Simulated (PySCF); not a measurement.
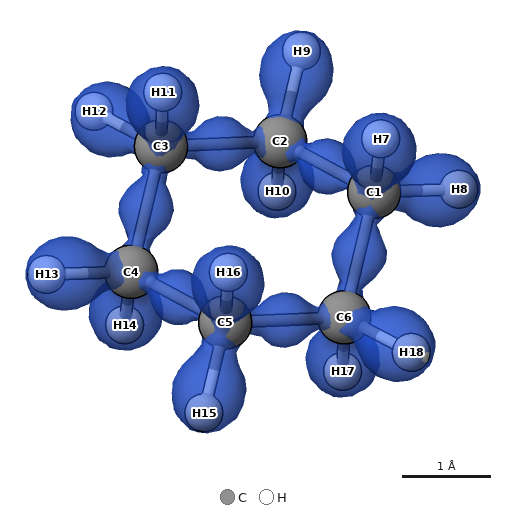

Figure 1: C6H12, SMILES `C1CCCCC1`. Deformation density (molecule less spherical, spin-averaged free atoms at the same positions), surfaces at ±0.21 e/Å³; blue: gain, red: loss.

Level of theory: LDA (SVWN)/6-311G** (PySCF), at a geometry from GFN2-xTB. No frequency check shows the geometry to be a minimum.

Cartesian coordinates (Å):

```
C1      -1.4131   -0.3130    0.2416
C2      -0.4355   -1.3803   -0.2416
C3       0.9776   -1.0672    0.2416
C4       1.4131    0.3130   -0.2416
C5       0.4355    1.3803    0.2416
C6      -0.9776    1.0673   -0.2416
H7      -1.4449   -0.3201    1.3338
H8      -2.4181   -0.5357   -0.1236
H9      -0.7452   -2.3620    0.1236
H10     -0.4453   -1.4114   -1.3338
H11      0.9997   -1.0913    1.3338
H12      1.6730   -1.8263   -0.1236
H13      2.4182    0.5356    0.1236
H14      1.4449    0.3200   -1.3338
H15      0.7451    2.3620   -0.1236
H16      0.4452    1.4114    1.3338
H17     -0.9996    1.0913   -1.3338
H18     -1.6729    1.8264    0.1236
```

Question: How much density has each bond gained at its critical point, relative to the free atoms?

Answer: C2–H9, C3–H12, C5–H15, C1–H8 and 2 more like them: +0.65 e/Å³ at the bond critical point (bond length 1.09 Å, Mayer order 1.0). C1–H7, C2–H10, C3–H11, C4–H14 and 2 more like them: +0.65 e/Å³ at the bond critical point (bond length 1.09 Å, Mayer order 0.9). C1–C2, C3–C4, C5–C6, C2–C3 and 2 more like them: +0.41 e/Å³ at the bond critical point (bond length 1.53 Å, Mayer order 1.0). In all, 3.5 electrons gather in the regions of gain relative to the promolecule.

Question: Where do the Hirshfeld charges lie?

Answer: The highest Hirshfeld charge is on H8, H9, H12, H13, H15 and H18 (+0.04 e), the lowest on C1, C2, C3, C4, C5 and C6 (−0.07 e).

| atom | charge (e) |
| --- | --- |
| C1 | −0.07 |
| C2 | −0.07 |
| C3 | −0.07 |
| C4 | −0.07 |
| C5 | −0.07 |
| C6 | −0.07 |
| H7 | +0.04 |
| H8 | +0.04 |
| H9 | +0.04 |
| H10 | +0.04 |
| H11 | +0.04 |
| H12 | +0.04 |
| H13 | +0.04 |
| H14 | +0.04 |
| H15 | +0.04 |
| H16 | +0.04 |
| H17 | +0.04 |
| H18 | +0.04 |
